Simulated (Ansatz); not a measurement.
# Cu+ with HBr: superposition error and deformation, part 2 of 2

Ansatz 0.2.0, Gaussian basis. The steps go on from the part before.

### Step 12. wB97X-V/def2-TZVPPD

Input file free-b/in.yaml:

```yaml
crystal:
  periodic: [false, false, false]
  atoms:
    - {symbol: Br, position_ang: [-0.498060, -0.363872, 0.605523]}
    - {symbol: H, position_ang: [0.582222, 0.425329, 1.083056]}
basis:
  gaussian: {orbitals: "def2-TZVPPD.json"}
hamiltonian: {xc: {name: wB97X-V}}
```

Launch:

```console
$ ansatz run in.yaml --threads 2 --pin off --events-out ev --progress --plain --max-ram 5222MiB
```

What it wrote, shortened:

```text
Functional definition: wB97X-V
  name "wB97X-V"
  cite "Mardirossian & Head-Gordon, Phys. Chem. Chem. Phys. 16, 9904 (2014) doi:10.1039/C3CP54374A"
  cite "Becke, J. Chem. Phys. 107, 8554 (1997) doi:10.1063/1.475007"
  cite "Vydrov & Van Voorhis, J. Chem. Phys. 133, 244103 (2010) doi:10.1063/1.3521275"
[...]
      + integral(e_c_pw_opposite_spin*poly(b97_u_opposite, cos0, cos1)) + vv10(b, c)
515 factors; their error is unknown
102 factors; integrals over basis functions are off by at most 6.0e-5 eV
[...]
mean field -70056.31846844 eV, -2574.5222178371 hartree, gradient 1.7e-5 eV, S^2 0.000000; 0 other end points of the search recorded, 0 dependent functions left out
reference -70056.31846665 eV, -2574.5222177711 hartree; 18, 18 occupied and 56, 56 virtual orbitals, 515 factors
Total energy: -70056.31846665 eV, -2574.5222177711 hartree
```

Run time: 2.2 s. Hardware: 2 threads of Arm Neoverse N1, shared host.

### Step 13. wB97M-V/def2-TZVPPD

Edit free-b/in.yaml of step 12 so:

```diff
@@ -7,2 +7,2 @@
   gaussian: {orbitals: "def2-TZVPPD.json"}
-hamiltonian: {xc: {name: wB97X-V}}
+hamiltonian: {xc: {name: wB97M-V}}
```

Launch:

```console
$ ansatz run in.yaml --threads 2 --pin off --events-out ev --progress --plain --max-ram 5222MiB
```

What it wrote, shortened:

```text
[... 5 set-up lines as earlier in the session ...]
  # Of w^i u^j: cxij and so on, Table III.
[...]
  gx(w, u) = 1 - cx + cx01*u + cx10*w
  gss(w, u) = css00 + css04*u^4 + css10*w + css20*w^2 + css43*w^4*u^3
  gos(w, u) = cos00 + cos10*w + (cos20 + cos21*u)*w^2 + (cos60 + cos61*u)*w^6
[...]
      + integral(e_c_pw_mod_opposite_spin*gos(b97_w_opposite, b97_u_opposite)) + vv10(b, c)
508 factors; their error is unknown
102 factors; integrals over basis functions are off by at most 6.0e-5 eV
[...]
mean field -70058.70046068 eV, -2574.6097544372 hartree, gradient 1.6e-5 eV, S^2 0.000000; 0 other end points of the search recorded, 0 dependent functions left out
reference -70058.70051037 eV, -2574.6097562632 hartree; 18, 18 occupied and 56, 56 virtual orbitals, 508 factors
Total energy: -70058.70051037 eV, -2574.6097562632 hartree
```

It took 2.7 s on 2 threads of Arm Neoverse N1, shared host.

### Step 14. B2PLYP/def2-TZVPPD

Edit free-b/in.yaml of step 13 so:

```diff
@@ -7,2 +7,2 @@
   gaussian: {orbitals: "def2-TZVPPD.json"}
-hamiltonian: {xc: {name: wB97M-V}}
+hamiltonian: {xc: {name: B2PLYP}}
```

Launch:

```console
$ ansatz run in.yaml --threads 2 --pin off --events-out ev --progress --plain --max-ram 5222MiB
```

What it wrote, shortened:

```text
[... 5 set-up lines as earlier in the session ...]
[...]
448 factors; integrals over basis functions are off by at most 1.5e-3 eV
[...]
mean field -70049.80360271 eV, -2574.2828009372 hartree, gradient 2.0e-6 eV, S^2 0.000000; 0 other end points of the search recorded, 0 dependent functions left out
9 core orbitals not correlated: weight in the atoms' cores, before any rotation towards them, 1.000 or more for the frozen orbitals, at most 0.000 for the correlated occupied ones
reference -70049.80371800 eV, -2574.2828051742 hartree; 9, 9 occupied and 56, 56 virtual orbitals, 448 factors
second order -9.29735008 eV of doubles, -0.00000000 eV of singles
Total energy: -70052.31400252 eV, -2574.3750564289 hartree
```

It took 1.4 s on 2 threads of Arm Neoverse N1, shared host.

### Step 15. BLYP-D4/def2-TZVPPD

Edit free-b/in.yaml of step 14 so:

```diff
@@ -7,2 +7,2 @@
   gaussian: {orbitals: "def2-TZVPPD.json"}
-hamiltonian: {xc: {name: B2PLYP}}
+hamiltonian: {xc: {name: BLYP}, dispersion: d4}
```

Launch:

```console
$ ansatz run in.yaml --threads 2 --pin off --events-out ev --progress --plain --max-ram 5222MiB
```

What it wrote:

```text
Functional definition: BLYP
  name "BLYP"
[... 2 set-up lines as earlier in the session ...]
  parameter beta = 0.0042
  parameter a = 0.04918
  parameter b = 0.132
  parameter c = 0.2533
  parameter d = 0.349
  exchange = b88_x(beta = beta)
  correlation = lyp_c(a = a, b = b, c = c, d = d)
479 factors; their error is unknown
mean field evaluation 1: about -70063.2072 eV, gradient 1.1e1 eV
mean field evaluation 2: about -70063.2886 eV, gradient 7.3e0 eV
mean field evaluation 4: about -70063.4295 eV, gradient 1.6e-1 eV
mean field evaluation 8: about -70063.4288 eV, gradient 5.8e-3 eV
mean field evaluation 16: about -70063.4241 eV, gradient 1.9e-5 eV
mean field -70063.42413263 eV, -2574.7833461797 hartree, gradient 1.9e-5 eV, S^2 0.000000; 0 other end points of the search recorded, 0 dependent functions left out
reference -70063.42439224 eV, -2574.7833557202 hartree; 18, 18 occupied and 56, 56 virtual orbitals, 479 factors
Total energy: -70063.44036414 eV, -2574.7839426765 hartree
```

It took 0.91 s on 2 threads of Arm Neoverse N1, shared host.

### Step 16. revPBE-D4/def2-TZVPPD

Edit free-b/in.yaml of step 15 so:

```diff
@@ -7,2 +7,2 @@
   gaussian: {orbitals: "def2-TZVPPD.json"}
-hamiltonian: {xc: {name: BLYP}, dispersion: d4}
+hamiltonian: {xc: {name: revPBE}, dispersion: d4}
```

Launch:

```console
$ ansatz run in.yaml --threads 2 --pin off --events-out ev --progress --plain --max-ram 5222MiB
```

What it wrote, shortened:

```text
Functional definition: revPBE
  name "revPBE"
  cite "Zhang & Yang, Phys. Rev. Lett. 80, 890 (1998) doi:10.1103/PhysRevLett.80.890"
[... 1 set-up line as earlier in the session ...]
  parameter kappa = 1.245
[... 3 set-up lines as earlier in the session ...]
479 factors; their error is unknown
mean field evaluation 1: about -70056.6133 eV, gradient 9.8e0 eV
mean field evaluation 2: about -70056.6878 eV, gradient 6.4e0 eV
mean field evaluation 4: about -70056.8011 eV, gradient 2.6e-1 eV
mean field evaluation 8: about -70056.7957 eV, gradient 1.7e-1 eV
mean field -70056.79572685 eV, -2574.5397567599 hartree, gradient 3.8e-5 eV, S^2 0.000000; 0 other end points of the search recorded, 0 dependent functions left out
reference -70056.79578386 eV, -2574.5397588550 hartree; 18, 18 occupied and 56, 56 virtual orbitals, 479 factors
Total energy: -70056.82092632 eV, -2574.5406828234 hartree
```

It took 0.76 s on 2 threads of Arm Neoverse N1, shared host.

### Step 17. B97M-V/def2-TZVPPD

Edit free-b/in.yaml of step 16 so:

```diff
@@ -7,2 +7,2 @@
   gaussian: {orbitals: "def2-TZVPPD.json"}
-hamiltonian: {xc: {name: revPBE}, dispersion: d4}
+hamiltonian: {xc: {name: B97M-V}}
```

Launch:

```console
$ ansatz run in.yaml --threads 2 --pin off --events-out ev --progress --plain --max-ram 5222MiB
```

What it wrote, shortened:

```text
[... 5 set-up lines as earlier in the session ...]
  # Of w^i u^j: cxij and so on, Table III.
[...]
  gx(w, u) = cx00 + cx01*u + cx02*u^2 + (cx10 + cx11*u)*w
  gss(w, u) = css00 + css02*u^2 + css10*w + (css32*w^3 + css42*w^4)*u^2
  gos(w, u) = cos00 + cos01*u + cos03*u^3 + cos10*w + cos32*w^3*u^2
[...]
      + integral(e_c_pw_mod_opposite_spin*gos(b97_w_opposite, b97_u_opposite)) + vv10(b, c)
479 factors; their error is unknown
[...]
mean field -70050.15837889 eV, -2574.2958387215 hartree, gradient 2.3e-5 eV, S^2 0.000000; 0 other end points of the search recorded, 0 dependent functions left out
reference -70050.15844276 eV, -2574.2958410686 hartree; 18, 18 occupied and 56, 56 virtual orbitals, 479 factors
Total energy: -70050.15844276 eV, -2574.2958410686 hartree
```

Wall time 2.6 s (2 threads of Arm Neoverse N1, shared host).

### Step 18. HSE06-D4/def2-TZVPPD

Edit free-b/in.yaml of step 17 so:

```diff
@@ -7,2 +7,2 @@
   gaussian: {orbitals: "def2-TZVPPD.json"}
-hamiltonian: {xc: {name: B97M-V}}
+hamiltonian: {xc: hse06, dispersion: d4}
```

Launch:

```console
$ ansatz run in.yaml --threads 2 --pin off --events-out ev --progress --plain --max-ram 5222MiB
```

What it wrote, shortened:

```text
Functional definition: HSE06
  name "HSE06"
  cite "Heyd, Scuseria & Ernzerhof, J. Chem. Phys. 118, 8207 (2003) doi:10.1063/1.1564060"
  cite "Krukau, Vydrov, Izmaylov & Scuseria, J. Chem. Phys. 125, 224106 (2006) doi:10.1063/1.2404663"
  cite "Heyd & Scuseria, J. Chem. Phys. 120, 7274 (2004) doi:10.1063/1.1668634"
  cite "Ernzerhof & Perdew, J. Chem. Phys. 109, 3313 (1998) doi:10.1063/1.476928"
[... 2 set-up lines as earlier in the session ...]
[...]
  # The whole range is PBE's own exchange, as in plane waves. The composition of these papers is wPBEh.
[...]
531 factors; their error is unknown
36 factors; integrals over basis functions are off by at most 9.7e-5 eV
[...]
mean field -70054.73058596 eV, -2574.4638642320 hartree, gradient 8.9e-5 eV, S^2 0.000000; 0 other end points of the search recorded, 0 dependent functions left out
reference -70054.73062378 eV, -2574.4638656220 hartree; 18, 18 occupied and 56, 56 virtual orbitals, 531 factors
Total energy: -70054.73569815 eV, -2574.4640521016 hartree
```

It took 1.1 s on 2 threads of Arm Neoverse N1, shared host.

### Step 19. CCSD(T)/def2-TZVPPD

Edit free-b/in.yaml of step 18 so:

```diff
@@ -7,2 +7,2 @@
   gaussian: {orbitals: "def2-TZVPPD.json"}
-hamiltonian: {xc: hse06, dispersion: d4}
+correlation: {method: ccsd_t}
```

Launch:

```console
$ ansatz run in.yaml --threads 2 --pin off --events-out ev --progress --plain --max-ram 5222MiB
```

What it wrote, shortened:

```text
[... 4 set-up lines as earlier in the session ...]
[...]
448 factors; integrals over basis functions are off by at most 1.5e-3 eV
[...]
mean field -70014.95853742 eV, -2573.0022684067 hartree, gradient 1.7e-6 eV, S^2 0.000000; 0 other end points of the search recorded, 0 dependent functions left out
9 core orbitals not correlated: weight in the atoms' cores, before any rotation towards them, 1.000 or more for the frozen orbitals, at most 0.000 for the correlated occupied ones
reference -70014.95853742 eV, -2573.0022684067 hartree; 9, 9 occupied and 56, 56 virtual orbitals, 448 factors
second order -7.87999826 eV of doubles, -0.00000000 eV of singles
cycle   1  -7.96290960 eV  change   -8.3e-2 eV  update   4.5e-2
[...]
cycle   7  -8.14975090 eV  change    2.7e-6 eV  update   1.3e-5
perturbative correction -0.24559854 eV, -0.0090255800 hartree
Total energy: -70023.35388686 eV, -2573.3107918082 hartree
```

It took 1.3 s on 2 threads of Arm Neoverse N1, shared host.

### Step 20. The split

| method | interaction with counterpoise (kcal/mol) | without | superposition error | deformation | binding energy |
| --- | --- | --- | --- | --- | --- |
| PBE-D4 | -39.83 | -40.18 | 0.35 | -0.04 | -39.87 |
| revPBE-D4 | -36.21 | -36.55 | 0.34 | -0.04 | -36.26 |
| BLYP-D4 | -38.44 | -38.81 | 0.37 | -0.06 | -38.50 |
| r2SCAN-D4 | -38.69 | -39.01 | 0.31 | 0.06 | -38.64 |
| B97M-V | -37.47 | -37.75 | 0.28 | 0.10 | -37.37 |
| PBE0-D4 | -33.83 | -34.16 | 0.33 | 0.06 | -33.77 |
| B3LYP-D4 | -34.23 | -34.58 | 0.35 | 0.02 | -34.20 |
| HSE06-D4 | -33.75 | -34.07 | 0.33 | 0.06 | -33.69 |
| wB97X-V | -31.50 | -31.82 | 0.33 | 0.09 | -31.41 |
| wB97M-V | -31.33 | -31.62 | 0.30 | 0.08 | -31.25 |
| B2PLYP | -30.85 | -31.62 | 0.77 | 0.08 | -30.78 |
| Hartree-Fock | -15.46 | -15.75 | 0.29 | 0.17 | -15.29 |
| MP2 | -27.63 | -29.29 | 1.66 | 0.15 | -27.48 |
| CCSD | -24.31 | -25.86 | 1.55 | 0.11 | -24.20 |
| CCSD(T) | -25.96 | -27.72 | 1.76 | 0.09 | -25.86 |

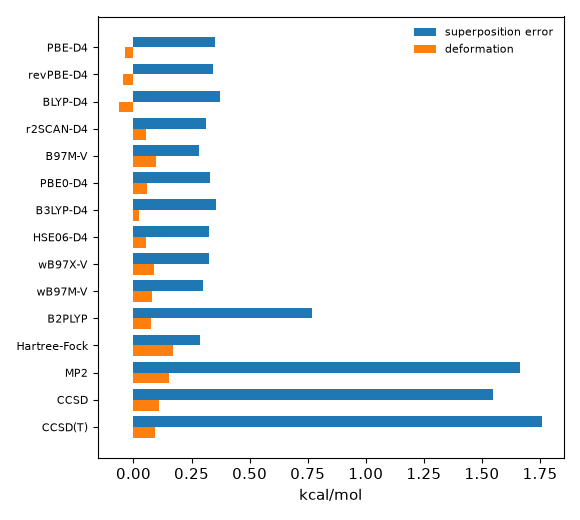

Superposition error and deformation energy by method.

### Step 21. Outcome

What follows sums up all 2 parts.

```
            quantity            value
interaction, CCSD(T)  -25.96 kcal/mol
 superposition error    1.76 kcal/mol
         deformation    0.09 kcal/mol
      binding energy  -25.86 kcal/mol
```

In this basis the superposition error is 1.76 kcal/mol for CCSD(T) and 0.33 kcal/mol on average for the plain functionals: correlated methods borrow far more, since they need many more functions to converge. Deformation takes back 0 % of the interaction. The free shapes are PBE0-D4 minima, so other methods can show a small negative deformation energy.
